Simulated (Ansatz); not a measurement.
# CH2Cl2 (dichloromethane) at SVWN5/STO-3G

Aim: the vertical ionisation energy of CH2Cl2 (dichloromethane) at SVWN5/STO-3G, from 2 runs. 

The calculation is run with Ansatz 0.2.0.

56 further runs of the same task are left out: 4 that didn't finish, 52 set aside as unsound or not needed.

## 1. The molecule

The species is CH2Cl2 (5 atoms), meant as a singlet with charge 0. SMILES: `ClCCl`. The coordinates come from a PBE0-D4/def2-TZVP relaxation.

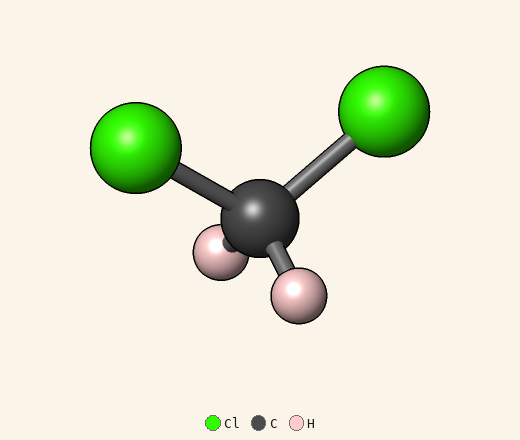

The structure, seen from a chosen angle (chlorine green, carbon dark grey, hydrogen pink).

## 2. The energy at SVWN5/STO-3G

in.yaml

```yaml
crystal:
  periodic: [false, false, false]
  atoms:
    - {symbol: Cl, position_ang: [1.630750, -0.338670, 0.265360]}
    - {symbol: C, position_ang: [-0.101090, -0.082670, 0.062890]}
    - {symbol: Cl, position_ang: [-0.474220, 1.284450, -0.984760]}
    - {symbol: H, position_ang: [-0.525010, -0.976700, -0.384090]}
    - {symbol: H, position_ang: [-0.530410, 0.113600, 1.040610]}
basis:
  gaussian:
    orbitals: STO-3G
accuracy: high
hamiltonian:
  xc: {name: SVWN5}
```

On the command line:

```
$ ansatz run in.yaml --threads 1 --pin off --max-ram 3480MiB --events-out events.jsonl --progress --plain --runs-dir runs
```

Output:

```text
Warning: RAYON_NUM_THREADS=1 ignored (pool sized by the plan → 1); use --threads N
Functional definition: SVWN5
  name "SVWN5"
  exchange = slater_x
  correlation = vwn5_c
457 factors; integrals over basis functions are off by at most 2.8e-9 eV
mean field evaluation 1: about -25734.2380 eV, gradient 2.2e1 eV
mean field evaluation 2: about -25731.2003 eV, gradient 3.9e1 eV
mean field evaluation 4: about -25735.7846 eV, gradient 1.2e-1 eV
mean field evaluation 8: about -25735.7516 eV, gradient 1.5e-4 eV
mean field evaluation 16: about -25735.7516 eV, gradient 1.2e-8 eV
mean field -25735.75160686 eV, -945.7714272332 hartree, gradient 1.2e-8 eV, S^2 0.000000; 0 other end points of the search recorded, 0 dependent functions left out
reference -25735.75160858 eV, -945.7714272962 hartree; 21, 21 occupied and 4, 4 virtual orbitals, 457 factors
Total energy: -25735.75160858 eV, -945.7714272962 hartree
```

It took 0.75 s on 1 thread of Intel Xeon Platinum 8375C at 2.90GHz (Ice Lake), shared host; peak memory 0.12 GiB.

## 3. The doublet cation

Edit in.yaml of step 2 so:

```diff
@@ -9,6 +9,6 @@
 basis:
-  gaussian:
-    orbitals: STO-3G
+  gaussian: {orbitals: STO-3G}
+hamiltonian: {xc: {name: SVWN5}}
 accuracy: high
-hamiltonian:
-  xc: {name: SVWN5}
+magnetization: {spin_polarized: true, initial_magnetization: 1}
+total_charge: 1
```

On the command line:

```
$ ansatz run in.yaml --threads 1 --pin off --max-ram 3480MiB --events-out events.jsonl --progress --plain --runs-dir runs
```

Output:

```text
Warning: RAYON_NUM_THREADS=1 ignored (pool sized by the plan → 1); use --threads N
[... 4 set-up lines as earlier in the session ...]
457 factors; integrals over basis functions are off by at most 2.8e-9 eV
mean field evaluation 1: about -25725.5194 eV, gradient 8.2e0 eV
mean field evaluation 2: about -25723.7369 eV, gradient 1.7e1 eV
mean field evaluation 4: about -25726.0772 eV, gradient 1.9e-1 eV
mean field evaluation 8: about -25726.0415 eV, gradient 2.9e-2 eV
mean field evaluation 16: about -25726.0415 eV, gradient 2.6e-6 eV
mean field evaluation 32: about -25725.2906 eV, gradient 4.1e-5 eV
mean field evaluation 64: about -25725.4764 eV, gradient 3.5e0 eV
mean field -25726.04147399 eV, -945.4145864320 hartree, gradient 1.4e-8 eV, S^2 0.750203; 10 other end points of the search recorded, 0 dependent functions left out
reference -25726.04147571 eV, -945.4145864951 hartree; 21, 20 occupied and 4, 5 virtual orbitals, 457 factors
Total energy: -25726.04147571 eV, -945.4145864951 hartree
```

Wall time 2.9 s (1 thread of Intel Xeon Platinum 8375C at 2.90GHz (Ice Lake), shared host); peak memory 0.14 GiB.

## 4. Results

Level: SVWN5/STO-3G.

```
                                          quantity          value
                      singlet CH2Cl2: total energy  -945.77143 Eh
                      doublet cation: total energy  -945.41459 Eh
                              doublet cation: ⟨S²⟩          0.750
vertical ionisation energy (to the doublet cation)       9.710 eV
```

Removing an electron at fixed nuclei costs 9.71 eV (224 kcal/mol). In a minimal basis such a difference can be off by several eV, whatever the method.
